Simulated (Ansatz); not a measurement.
**Molecular dynamics, with input and output: CH4O2Se (part 2 of 2)**

Continued. System: CH4O2Se, SMILES OC(O)[SeH]. Method: RKS PBE-d3bj/6-31G* (Ansatz 0.2.0). The geometry comes from this level: PBE0-D4/def2-TZVP.

Geometry of the input (Å):
```
O  -0.5803  0.9763  -0.8586
C  0.1632  0.3720  0.1252
O  1.3624  0.0641  -0.4690
Se -0.7522  -1.2476  0.9014
H  -1.4643  1.1323  -0.5150
H  0.2878  1.0156  1.0097
H  1.8833  -0.4504  0.1537
H  -0.8078  -1.9194  -0.4032
```

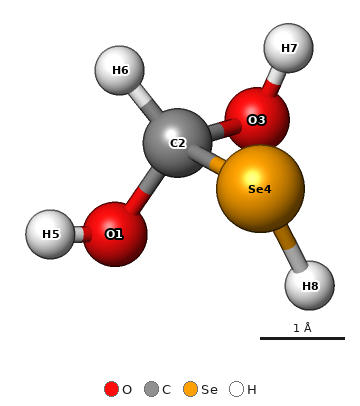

**Figure 1.** The geometry at step 20 of the log (ball-and-stick view, seen at a tilt; atoms are numbered from 1 in the order of the input).

### Trajectory as extended XYZ, continued
```
8
Properties=species:S:1:pos:R:3:forces:R:3 step=9 time_fs=9.0 energy=-70521.64408 temperature=447.9
O    -0.5810    0.9681   -0.8475    1.1273   0.2594  -0.1061
C     0.1891    0.4207    0.1743   -0.5700  -1.1474   0.0030
O     1.3643    0.0352   -0.4291   -0.0318   1.0665  -1.0725
Se   -0.7531   -1.2456    0.8796   -0.4129  -0.4648   0.8251
H    -1.3831    1.3590   -0.4802   -0.4497   0.1034   0.4572
H     0.2542    0.9564    1.1479    0.2903   0.6462  -0.4901
H     1.9825   -0.3949    0.1690    0.0527  -0.2904   0.8059
H    -0.8006   -1.8236   -0.4680   -0.0060  -0.1729  -0.4225
8
Properties=species:S:1:pos:R:3:forces:R:3 step=10 time_fs=10.0 energy=-70521.56905 temperature=354.6
O    -0.5845    0.9707   -0.8504    3.2349  -0.9522  -0.7232
C     0.1877    0.4226    0.1844   -0.5087  -1.1388  -0.7250
O     1.3644    0.0332   -0.4284    0.6361   0.5246  -0.0631
Se   -0.7518   -1.2456    0.8776   -0.3751  -0.0846   1.5906
H    -1.3323    1.3591   -0.4749   -2.5910   1.2438   1.3538
H     0.2604    0.9835    1.1338    0.2612   0.6304  -0.2492
H     1.9874   -0.3917    0.2094   -0.6410   0.2232  -0.0464
H    -0.7996   -1.8014   -0.4449   -0.0164  -0.4464  -1.1373
8
Properties=species:S:1:pos:R:3:forces:R:3 step=11 time_fs=11.0 energy=-70521.52627 temperature=288.6
O    -0.5861    0.9730   -0.8535    3.4012  -1.2172  -0.6363
C     0.1862    0.4238    0.1929   -0.4682  -1.0727  -1.3033
O     1.3640    0.0326   -0.4276    1.1100   0.1334   0.7853
Se   -0.7509   -1.2456    0.8756   -0.3436   0.1603   2.0743
H    -1.3116    1.3721   -0.4561   -2.8351   1.4634   1.4276
H     0.2673    1.0133    1.1163    0.2318   0.5855  -0.0209
H     1.9855   -0.3835    0.2518   -1.0745   0.5446  -0.7549
H    -0.7986   -1.7827   -0.4361   -0.0216  -0.5973  -1.5717
8
Properties=species:S:1:pos:R:3:forces:R:3 step=12 time_fs=12.0 energy=-70521.60601 temperature=313.2
O    -0.5857    0.9753   -0.8567    1.5708  -0.3218   0.4352
C     0.1847    0.4244    0.1990   -0.4428  -0.9039  -1.6575
O     1.3645    0.0320   -0.4261    1.1964  -0.0051   1.2554
Se   -0.7502   -1.2460    0.8743   -0.3257   0.2145   2.0954
H    -1.3233    1.4017   -0.4256   -1.0678   0.5172   0.4118
H     0.2769    1.0444    1.0985    0.1905   0.4720   0.1156
H     1.9724   -0.3701    0.2866   -1.1080   0.5947  -1.1038
H    -0.7948   -1.7712   -0.4431   -0.0133  -0.5675  -1.5521
8
Properties=species:S:1:pos:R:3:forces:R:3 step=13 time_fs=13.0 energy=-70521.65284 temperature=400.3
O    -0.5842    0.9774   -0.8593   -0.2417   0.6630   1.5060
C     0.1819    0.4237    0.2036   -0.3567  -0.6003  -1.8177
O     1.3666    0.0305   -0.4231    0.7602   0.1756   1.1771
Se   -0.7494   -1.2459    0.8738   -0.3284   0.0688   1.6193
H    -1.3454    1.4388   -0.3927    0.6852  -0.5260  -0.6664
H     0.2878    1.0775    1.0823    0.1284   0.2480   0.1150
H     1.9469   -0.3481    0.3068   -0.6549   0.3250  -0.8950
H    -0.7896   -1.7691   -0.4665    0.0078  -0.3541  -1.0383
8
Properties=species:S:1:pos:R:3:forces:R:3 step=14 time_fs=14.0 energy=-70521.61227 temperature=336.8
O    -0.5825    0.9801   -0.8601   -1.2400   1.2378   2.1075
C     0.1778    0.4227    0.2070   -0.1893  -0.1897  -1.8142
O     1.3697    0.0286   -0.4192   -0.0731   0.5879   0.5786
Se   -0.7485   -1.2449    0.8736   -0.3403  -0.1566   0.9382
H    -1.3581    1.4729   -0.3661    1.6066  -1.1454  -1.3004
H     0.3012    1.1102    1.0704    0.0337  -0.0727  -0.0210
H     1.9138   -0.3198    0.3165    0.1767  -0.1772  -0.1600
H    -0.7857   -1.7679   -0.5006    0.0256  -0.0840  -0.3285
8
Properties=species:S:1:pos:R:3:forces:R:3 step=15 time_fs=15.0 energy=-70521.53495 temperature=250.2
O    -0.5812    0.9838   -0.8593   -1.5342   1.4034   2.3079
C     0.1746    0.4210    0.2093   -0.0485   0.2423  -1.7616
O     1.3719    0.0264   -0.4153   -0.9057   1.0010  -0.2361
Se   -0.7477   -1.2437    0.8735   -0.3532  -0.3568   0.3120
H    -1.3526    1.4969   -0.3509    1.8234  -1.3513  -1.5236
H     0.3146    1.1385    1.0610   -0.0651  -0.3926  -0.1733
H     1.8838   -0.2928    0.3232    1.0495  -0.6843   0.7606
H    -0.7811   -1.7648   -0.5367    0.0338   0.1384   0.3141
8
Properties=species:S:1:pos:R:3:forces:R:3 step=16 time_fs=16.0 energy=-70521.49521 temperature=192.7
O    -0.5804    0.9888   -0.8567   -1.3191   1.2169   2.2069
C     0.1724    0.4184    0.2121    0.0824   0.6075  -1.7668
O     1.3740    0.0235   -0.4126   -1.3223   1.1589  -0.6038
Se   -0.7472   -1.2425    0.8739   -0.3654  -0.5046  -0.1707
H    -1.3321    1.5069   -0.3471    1.5450  -1.2130  -1.4266
H     0.3260    1.1616    1.0521   -0.1430  -0.6522  -0.2607
H     1.8665   -0.2747    0.3341    1.4861  -0.9096   1.2128
H    -0.7772   -1.7616   -0.5684    0.0363   0.2962   0.8089
8
Properties=species:S:1:pos:R:3:forces:R:3 step=17 time_fs=17.0 energy=-70521.51503 temperature=232.8
O    -0.5806    0.9948   -0.8530   -0.5573   0.6287   1.7574
C     0.1710    0.4156    0.2153    0.1921   0.8965  -1.8442
O     1.3756    0.0210   -0.4112   -1.1344   0.9686  -0.1703
Se   -0.7466   -1.2412    0.8742   -0.3770  -0.5985  -0.4985
H    -1.2988    1.5080   -0.3564    0.7498  -0.6900  -0.9532
H     0.3367    1.1792    1.0419   -0.2091  -0.8251  -0.2644
H     1.8627   -0.2652    0.3540    1.3020  -0.7704   0.8283
H    -0.7729   -1.7563   -0.5933    0.0338   0.3903   1.1449
8
Properties=species:S:1:pos:R:3:forces:R:3 step=18 time_fs=18.0 energy=-70521.51361 temperature=292.9
O    -0.5808    1.0023   -0.8481    0.9817  -0.5839   0.7092
C     0.1696    0.4130    0.2173    0.2679   1.1039  -1.9289
O     1.3759    0.0201   -0.4099   -0.5877   0.6018   0.6881
Se   -0.7456   -1.2399    0.8744   -0.3921  -0.6331  -0.6455
H    -1.2544    1.5041   -0.3785   -0.8201   0.4525   0.0965
H     0.3458    1.1903    1.0291   -0.2619  -0.8934  -0.1745
H     1.8665   -0.2591    0.3810    0.7860  -0.4603  -0.0365
H    -0.7676   -1.7474   -0.6066    0.0263   0.4125   1.2915
8
Properties=species:S:1:pos:R:3:forces:R:3 step=19 time_fs=19.0 energy=-70521.40569 temperature=211.9
O    -0.5807    1.0106   -0.8412    2.9782  -2.2375  -0.7346
C     0.1678    0.4115    0.2182    0.3164   1.1708  -1.9931
O     1.3753    0.0198   -0.4076   -0.0470   0.2766   1.4368
Se   -0.7447   -1.2388    0.8746   -0.4127  -0.6118  -0.6084
H    -1.2151    1.5036   -0.4034   -2.8225   2.0323   1.4943
H     0.3535    1.1918    1.0160   -0.2931  -0.8233   0.0122
H     1.8750   -0.2556    0.4066    0.2629  -0.1762  -0.8527
H    -0.7643   -1.7351   -0.6060    0.0178   0.3690   1.2454
8
Properties=species:S:1:pos:R:3:forces:R:3 step=20 time_fs=20.0 energy=-70521.38404 temperature=194.3
O    -0.5803    1.0178   -0.8342    3.4150  -2.7335  -1.1912
C     0.1661    0.4113    0.2181    0.3067   1.1016  -1.9902
O     1.3743    0.0198   -0.4040    0.2995   0.0941   1.7528
Se   -0.7441   -1.2382    0.8747   -0.4279  -0.5421  -0.4188
H    -1.2030    1.5240   -0.4146   -3.2214   2.4524   1.8416
H     0.3578    1.1842    1.0055   -0.2832  -0.6308   0.2658
H     1.8866   -0.2539    0.4206   -0.0923  -0.0072  -1.2939
H    -0.7612   -1.7179   -0.5948    0.0036   0.2654   1.0338
8
Properties=species:S:1:pos:R:3:forces:R:3 step=21 time_fs=21.0 energy=-70521.54028 temperature=325.2
O    -0.5788    1.0231   -0.8284    1.5636  -1.2906  -0.2719
C     0.1646    0.4121    0.2157    0.2539   0.9596  -1.8623
O     1.3739    0.0208   -0.3986    0.3798   0.0549   1.5637
Se   -0.7439   -1.2381    0.8748   -0.4324  -0.4266  -0.0754
H    -1.2229    1.5697   -0.4069   -1.3262   0.9546   0.7272
H     0.3595    1.1704    0.9984   -0.2470  -0.3757   0.5375
H     1.8925   -0.2540    0.4216   -0.1736   0.0190  -1.2713
H    -0.7556   -1.6991   -0.5744   -0.0182   0.1048   0.6524
8
Properties=species:S:1:pos:R:3:forces:R:3 step=22 time_fs=22.0 energy=-70521.59202 temperature=419.2
O    -0.5773    1.0273   -0.8237   -0.4055   0.4089   0.6320
C     0.1641    0.4136    0.2113    0.1489   0.7431  -1.6855
O     1.3736    0.0226   -0.3917    0.2218   0.1454   0.9112
Se   -0.7443   -1.2385    0.8748   -0.4288  -0.2517   0.4518
H    -1.2538    1.6284   -0.3913    0.6907  -0.7831  -0.4026
H     0.3592    1.1516    0.9930   -0.1902  -0.0525   0.8475
H     1.8933   -0.2554    0.4103    0.0070  -0.0889  -0.8239
H    -0.7484   -1.6775   -0.5470   -0.0439  -0.1213   0.0696
8
Properties=species:S:1:pos:R:3:forces:R:3 step=23 time_fs=23.0 energy=-70521.50545 temperature=335.8
O    -0.5767    1.0324   -0.8193   -1.3698   1.3482   0.9685
C     0.1645    0.4155    0.2068    0.0316   0.5279  -1.4920
O     1.3736    0.0252   -0.3839   -0.1129   0.3483  -0.0360
Se   -0.7451   -1.2389    0.8744   -0.4246  -0.0296   1.1280
H    -1.2730    1.6808   -0.3816    1.7227  -1.7643  -0.9063
H     0.3571    1.1309    0.9927   -0.1342   0.2675   1.1181
H     1.8955   -0.2565    0.3905    0.3578  -0.2949  -0.0947
H    -0.7396   -1.6494   -0.5187   -0.0705  -0.4031  -0.6855
8
Properties=species:S:1:pos:R:3:forces:R:3 step=24 time_fs=24.0 energy=-70521.42478 temperature=270.7
O    -0.5774    1.0385   -0.8144   -1.5879   1.6659   0.9533
C     0.1656    0.4173    0.2023   -0.0612   0.4705  -1.1276
O     1.3732    0.0287   -0.3760   -0.4527   0.5843  -0.9831
Se   -0.7456   -1.2391    0.8737   -0.4338   0.1306   1.6836
H    -1.2728    1.7166   -0.3806    2.0214  -2.1188  -0.9876
H     0.3528    1.1104    1.0036   -0.1169   0.4257   1.1596
H     1.9004   -0.2584    0.3703    0.7224  -0.5178   0.6329
H    -0.7302   -1.6234   -0.4996   -0.0913  -0.6404  -1.3311
8
Properties=species:S:1:pos:R:3:forces:R:3 step=25 time_fs=25.0 energy=-70521.44658 temperature=296.2
O    -0.5785    1.0451   -0.8079   -1.3168   1.5207   0.6924
C     0.1671    0.4188    0.1970   -0.0948   0.6153  -0.4274
O     1.3713    0.0324   -0.3684   -0.4090   0.6550  -1.4871
Se   -0.7458   -1.2388    0.8733   -0.4568   0.1688   1.9015
H    -1.2542    1.7315   -0.3862    1.8178  -1.9820  -0.7969
H     0.3487    1.0922    1.0265   -0.1635   0.3497   0.8721
H     1.9145   -0.2655    0.3557    0.7321  -0.5599   0.8804
H    -0.7227   -1.6041   -0.4935   -0.1089  -0.7674  -1.6350
8
Properties=species:S:1:pos:R:3:forces:R:3 step=26 time_fs=26.0 energy=-70521.55346 temperature=364.4
O    -0.5792    1.0529   -0.8011   -0.4486   0.7328   0.1293
C     0.1690    0.4208    0.1911   -0.1121   0.8367   0.4472
O     1.3684    0.0355   -0.3617    0.1599   0.4644  -1.3796
Se   -0.7458   -1.2383    0.8734   -0.4812   0.0842   1.6684
H    -1.2186    1.7244   -0.3983    0.9979  -1.1765  -0.2639
H     0.3464    1.0763    1.0563   -0.2488   0.1610   0.3775
H     1.9339   -0.2773    0.3529    0.2633  -0.3399   0.5030
H    -0.7182   -1.5918   -0.5023   -0.1304  -0.7627  -1.4820
8
Properties=species:S:1:pos:R:3:forces:R:3 step=27 time_fs=27.0 energy=-70521.58668 temperature=379.8
O    -0.5799    1.0606   -0.7954    1.2211  -0.9668  -0.8707
C     0.1714    0.4237    0.1850   -0.1679   1.0076   1.3097
O     1.3647    0.0370   -0.3565    0.9507   0.1757  -1.0146
Se   -0.7457   -1.2377    0.8741   -0.4971  -0.0871   1.0468
H    -1.1713    1.7019   -0.4103   -0.6478   0.5721   0.7516
H     0.3410    1.0642    1.0888   -0.3131  -0.0478  -0.1982
H     1.9542   -0.2909    0.3572   -0.3909  -0.0085  -0.0978
H    -0.7186   -1.5869   -0.5249   -0.1551  -0.6453  -0.9267
8
Properties=species:S:1:pos:R:3:forces:R:3 step=28 time_fs=28.0 energy=-70521.44997 temperature=255.1
O    -0.5799    1.0673   -0.7906    3.0416  -2.9514  -2.0653
C     0.1731    0.4268    0.1799   -0.1846   1.0555   2.0370
O     1.3616    0.0386   -0.3525    1.6458  -0.0693  -0.7094
Se   -0.7456   -1.2372    0.8752   -0.5074  -0.2805   0.2915
H    -1.1290    1.6808   -0.4094   -2.5053   2.6532   1.9545
H     0.3331    1.0566    1.1183   -0.3401  -0.2166  -0.7039
H     1.9754   -0.3029    0.3595   -0.9773   0.2890  -0.5853
H    -0.7233   -1.5886   -0.5554   -0.1728  -0.4799  -0.2191
8
Properties=species:S:1:pos:R:3:forces:R:3 step=29 time_fs=29.0 energy=-70521.40421 temperature=257.2
O    -0.5771    1.0725   -0.7871    2.9627  -2.8890  -2.1547
C     0.1741    0.4298    0.1762   -0.1376   0.9150   2.5110
O     1.3595    0.0406   -0.3491    2.0800  -0.2030  -0.6259
Se   -0.7456   -1.2364    0.8758   -0.5292  -0.4844  -0.4387
H    -1.1110    1.6838   -0.3840   -2.5517   2.7485   1.9806
H     0.3256    1.0453    1.1375   -0.3288  -0.2362  -0.9540
H     1.9910   -0.3111    0.3570   -1.3169   0.4551  -0.8021
H    -0.7305   -1.5940   -0.5907   -0.1784  -0.3062   0.4838
8
Properties=species:S:1:pos:R:3:forces:R:3 step=30 time_fs=30.0 energy=-70521.49394 temperature=310.2
O    -0.5727    1.0758   -0.7844    0.9878  -0.6264  -0.8474
C     0.1748    0.4332    0.1746   -0.0906   0.6615   2.7462
O     1.3584    0.0419   -0.3458    2.1740  -0.1696  -0.7657
Se   -0.7457   -1.2354    0.8761   -0.5611  -0.6608  -0.9835
H    -1.1215    1.7149   -0.3366   -0.7407   0.6623   0.5280
H     0.3157    1.0319    1.1465   -0.2612  -0.1463  -0.9720
H     1.9968   -0.3108    0.3513   -1.3347   0.4456  -0.7266
H    -0.7381   -1.5996   -0.6228   -0.1735  -0.1663   1.0211
```

### Summary

| quantity | value |
| --- | --- |
| outcome | finished |
| mean temperature over the second half | 287 K |
| trajectory | 30 steps, 30 fs |
| ensemble | nvt_langevin |
| temperature in the input | 700 K |
| time step | 1 fs |
| potential energy (last step) | −70521.4940 eV |
| mean-field energy (last step) | −70521.3449 eV |
| dispersion energy (last step) | −0.1491 eV |
| SCF solution under orbital rotations (last step) | stable |
| largest force (length of the vector) (last step) | 2.826 eV/Å |
| dipole moment (last step) | 2.48 D |
| hardware | 2 threads of Intel Xeon, 11 GiB of memory available, shared host |
| wall time | 44 s (CPU time 82 s) |
| peak memory | 0.19 GiB |

So short a trajectory is not equilibrated. The logged temperature at the start can lie below the typed one, since it is counted over all degrees of freedom. The temperature stays far from the 700 K of the thermostat over the second half: the run isn't equilibrated.
